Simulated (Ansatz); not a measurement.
# BrH5OSi2: what the fields show

```xyz
9

Br    0.2305   -0.0563   -1.3920
O    -0.3324   -1.7524    1.3025
Si    0.2649   -0.2745    0.8414
Si   -1.1555    1.3558    1.7201
H     0.1538   -2.5336    1.0181
H     1.7024   -0.1296    1.2207
H    -2.5284    1.1381    1.1759
H    -1.1851    1.2858    3.2128
H    -0.6543    2.6983    1.2982
```

Geometry: PBE0-D3(BJ)/def2-SVP.

Method: Ansatz, isolated molecule in a Gaussian basis; Kohn-Sham density functional theory, functional PBE0.

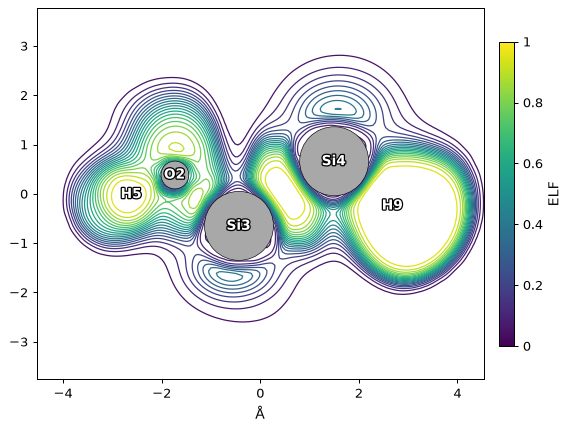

Figure 1. Electron localisation function on the plane of atoms Si3, Si4 and H9. Grey discs cover the atomic cores.

Q: Describe what can be read from this map.

A:
- Atoms in the plane: O, Si and H.
- Si–O (1.66 Å): the ELF peaks at about 0.85 between the atoms (a polar covalent bond).
- Si–Si (2.33 Å): the ELF peaks at about 1 between the atoms (a covalent bond).
- O–H (0.96 Å): the ELF climbs to about 1 towards the hydrogen, as it does in any bond to H; a covalent bond by its length.
- Si–H (1.49 Å): the ELF climbs to about 1 towards the hydrogen.
- The ELF also peaks beside O2, away from the bonds: lone-pair regions.

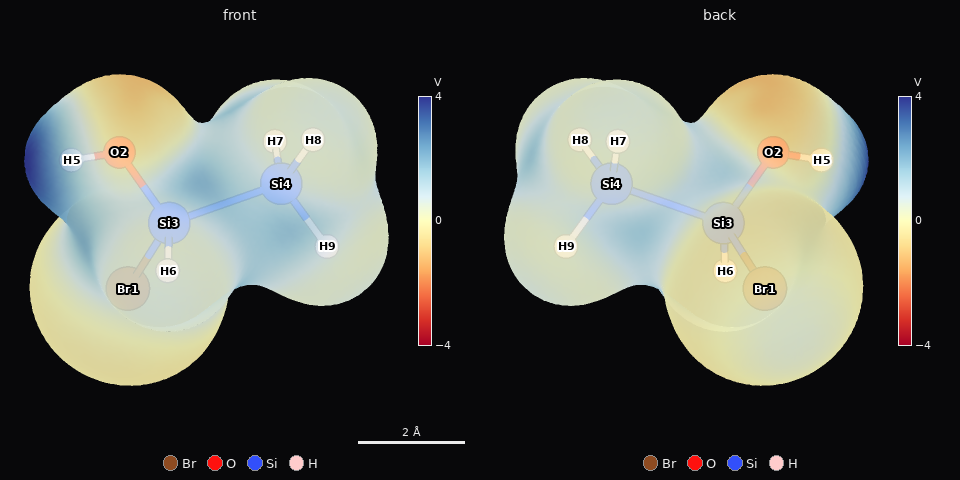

Figure 2. The electrostatic potential painted on the density surface at 0.004 e/bohr³, seen from the front and from behind; red is negative and blue positive.

Q: Describe the electrostatic potential map.

A: The most negative region (about −1.1 V) lies over O2, the most positive (about +3.8 V) over H5. Br1 shows a σ-hole: about +0.5 V at the tip opposite its bond, against about −0.3 V on its flanks. O2 is the likeliest acceptor of a hydrogen bond.

Q: What dipole moment does the calculation give?

A: Its dipole moment is 1.35 D.

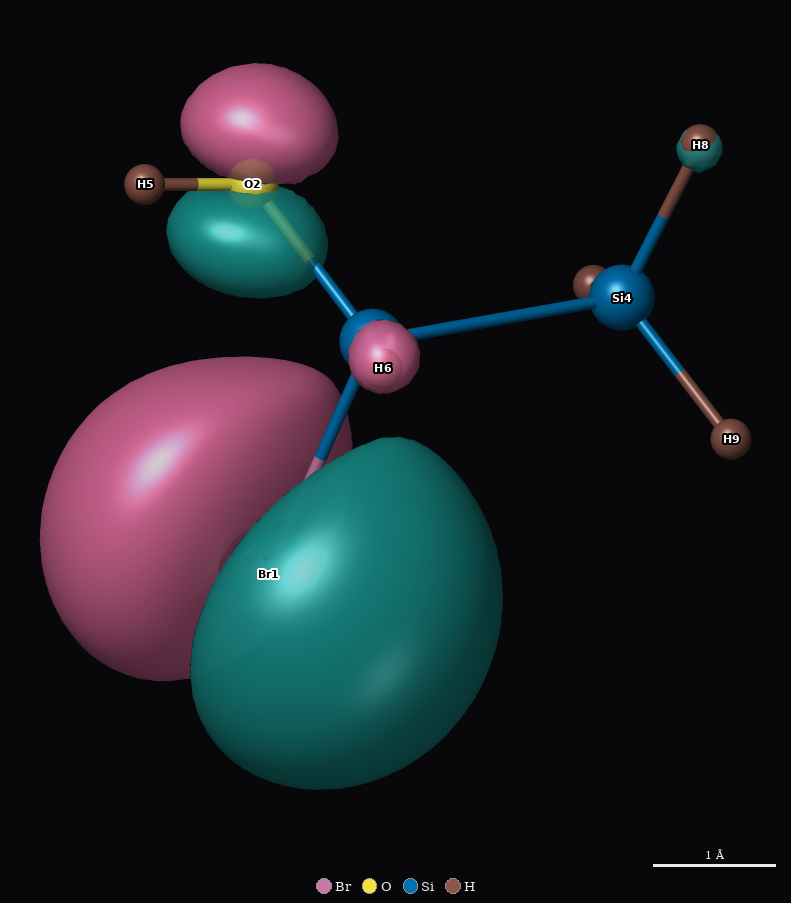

Figure 3. The HOMO−1 at ±0.08 Å⁻³ᐟ² (teal and pink are the two phases), seen at a tilt.

Q: Describe this orbital and give its energy.

A: Its weight (Hirshfeld) is mainly on Br1 (about 85 %); largely a lone pair of Br1. Its energy is −8.59 eV.
